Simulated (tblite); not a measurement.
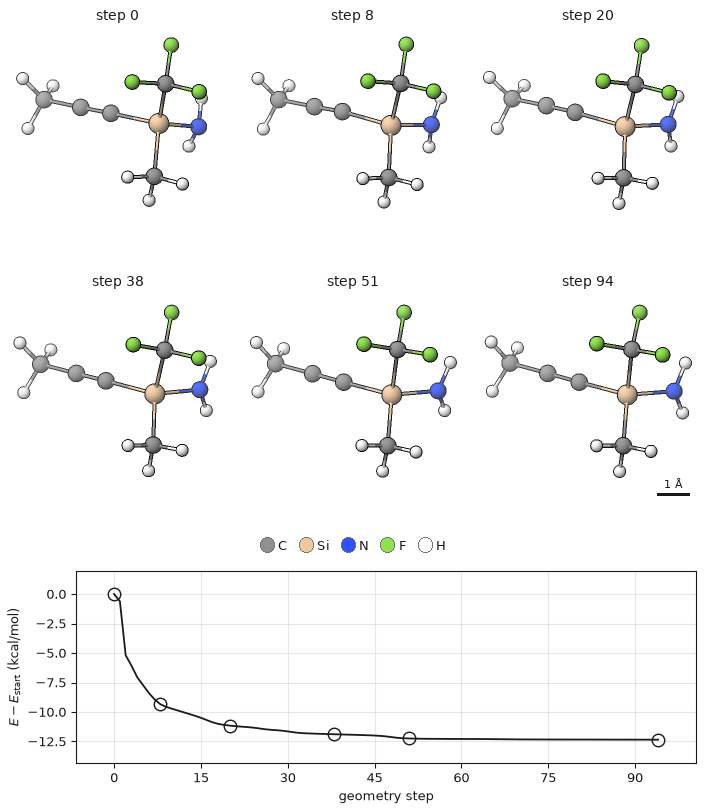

Frames of a relaxation of C5H8F3NSi, marked on the history of the run. A ball-and-stick model, seen from a free direction.

The calculation used GFN2-xTB geometry optimisation, gas phase (tblite). 

> What happens along the run?

The largest move after the best rigid fit is that of an H atom, 0.80 Å. By element the largest moves are H 0.80 Å, F 0.42 Å, C 0.29 Å, Si 0.28 Å, N 0.24 Å. Near-neighbour distances that change, for instance: C–Si 1.859 → 1.951 Å, C–Si 1.911 → 1.847 Å, N–Si 1.752 → 1.717 Å, C–C 1.475 → 1.442 Å. Bond angles that change, for instance: C–Si–N 102.4° → 118.8°, N–Si–C 116.3° → 101.3°, Si–N–H 107.9° → 120.5°. After 94 geometry steps the energy has fallen by 12.3 kcal/mol. The run took 1.4 s on 1 thread of Arm Neoverse N1 (shared host). From step 0 to 8: C and H atoms move most (0.17 Å), energy −9.35 kcal/mol. From step 8 to 20: an H atom moves most (0.23 Å), energy −1.81 kcal/mol. From step 20 to 38: an H atom moves most (0.20 Å), energy −0.73 kcal/mol. From step 38 to 51: an F atom moves most (0.22 Å), energy −0.36 kcal/mol. From step 51 to 94: an H atom moves most (0.15 Å), energy −0.10 kcal/mol.

```tsv
step	E − E(0), kcal/mol
0	0.00
1	-0.62
2	-5.20
3	-6.08
4	-7.06
5	-7.72
6	-8.38
7	-8.94
8	-9.35
9	-9.57
10	-9.72
14	-10.33
19	-11.10
23	-11.28
28	-11.54
32	-11.78
37	-11.87
41	-11.93
45	-12.00
50	-12.23
54	-12.27
59	-12.29
63	-12.29
67	-12.31
72	-12.33
76	-12.33
81	-12.34
85	-12.34
90	-12.34
94	-12.35
```
